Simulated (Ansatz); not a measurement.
```yaml
atoms:
  - { symbol: C, position_ang: [0.5735, -1.0503, 0.9550] }
  - { symbol: C, position_ang: [0.2962, 0.1159, 0.3514] }
  - { symbol: C, position_ang: [-0.9981, 0.7315, -2.3687] }
  - { symbol: C, position_ang: [0.1055, 0.2897, -2.9932] }
  - { symbol: Ge, position_ang: [-2.9309, -1.1896, -0.1899] }
  - { symbol: Si, position_ang: [-1.3075, 0.5242, -0.5305] }
  - { symbol: H, position_ang: [1.5361, -1.2381, 1.4466] }
  - { symbol: H, position_ang: [-0.1498, -1.8752, 0.9888] }
  - { symbol: H, position_ang: [1.0761, 0.8931, 0.3596] }
  - { symbol: H, position_ang: [-1.8696, 1.8071, 0.0044] }
  - { symbol: H, position_ang: [-3.3081, -1.3500, 1.2938] }
  - { symbol: H, position_ang: [-4.2169, -0.8655, -0.9698] }
  - { symbol: H, position_ang: [-2.4135, -2.5492, -0.6932] }
  - { symbol: H, position_ang: [-1.7738, 1.2231, -2.9746] }
  - { symbol: H, position_ang: [0.9144, -0.2128, -2.4478] }
  - { symbol: H, position_ang: [0.2500, 0.4097, -4.0740] }
```

Geometry: r2SCAN-D4/def2-SVP.

Method: isolated molecule in a Gaussian basis; Kohn-Sham density functional theory, functional PBE0 (Ansatz).

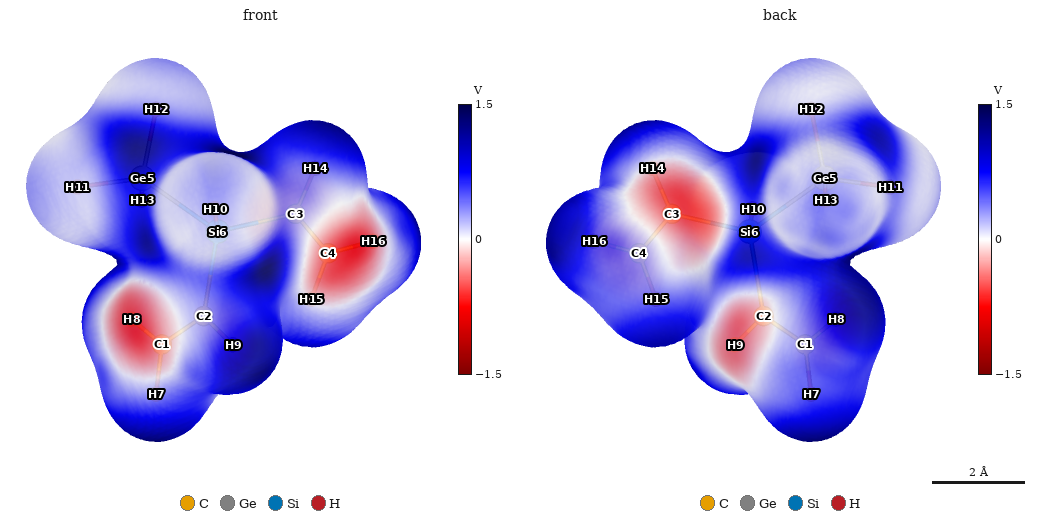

C₄H₁₀GeSi (SMILES C=C[SiH]([GeH3])C=C). The electrostatic potential painted on the density surface at 0.004 e/bohr³, seen from the front and from behind; red is negative and blue positive.

Q: Where is the surface potential most negative and most positive?

A: The most negative region (about −0.6 V) lies over the π face of C1, C2, C3 and C4, the most positive (about +1.4 V) over Si6 and H9.

Q: How polar is the molecule by this calculation?

A: Its dipole moment is 1.08 D.
